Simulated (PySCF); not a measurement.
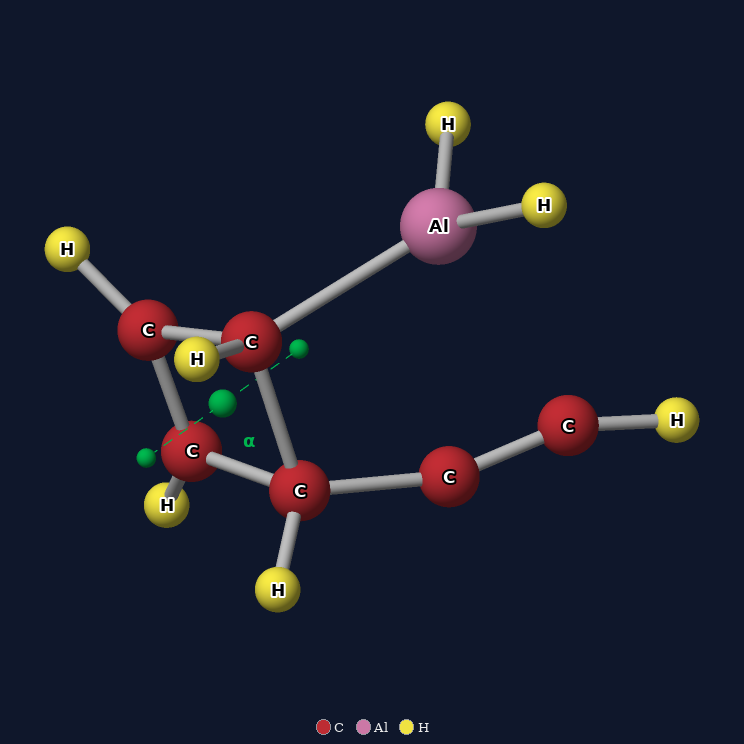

The small points mark where nucleus-independent chemical shifts (NICS) were computed: at the centre of each lettered ring and 1 Å above and below it. The geometry was computed by an optimisation with GFN2-xTB. No frequency run is at hand to confirm it as a minimum. Properties computed with GIAO PBE0/pcSseg-1 NMR shielding, non-relativistic, gas phase (PySCF 2.14.0).

Give NICS(0), NICS(1) and the out-of-plane component NICS(1)zz for each ring (means of the two sides).

```tsv
ring	members	NICS(0)	NICS(1)	NICS(1)zz
α	C4	0.5	−1.4	−0.4
```

Values in ppm.

The geometry is semi-empirical. Around Al such bond lengths and angles can be off by a tenth of an ångström or more and by several degrees, and values that hang on the shape move with them.
